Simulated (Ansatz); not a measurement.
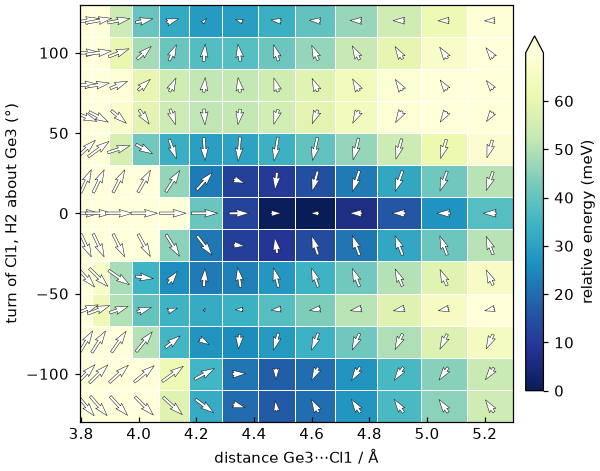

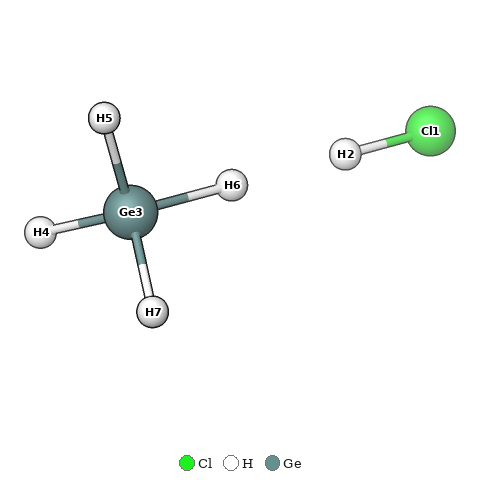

Energy landscape of the pair ClH···GeH₄. 
- The turn is about an axis along (0.99, −0.01, 0.13) in the frame of the relaxed pair, normal to the line between the partners.
- The first coordinate is: distance Ge3···Cl1; the second: turn of Cl1, H2 about Ge3.
- The grid has 13 × 13 points.
- Energies are in meV, from the lowest grid point.
- Energies and slopes of some neighbouring points disagree (a jump in structure or state, or too coarse a mesh).
- These are results of RKS PBE-D4/def2-SVPD in Ansatz, not measurements.

Drawn: one coloured cell a grid point, arrows along the force (downhill), their lengths compressed, one colour for all values above the top of the scale. The second picture is the structure at the lowest point.

> Describe this landscape.

The lowest grid point is at distance Ge3···Cl1 = 4.611 Å, turn of Cl1, H2 about Ge3 = 0°. The highest grid point, distance Ge3···Cl1 = 3.817 Å, turn of Cl1, H2 about Ge3 = 0°, lies 545 meV above the lowest.

Each point was launched as `ansatz run input.yaml --threads 1 --pin off --max-ram 2560MiB --backend cpu --events-out ev --progress --plain --runs-dir out`. The whole map (169 points run) took 10 min on 1 thread of Intel(R) Xeon(R) Platinum 8488C (Sapphire Rapids) (shared host).
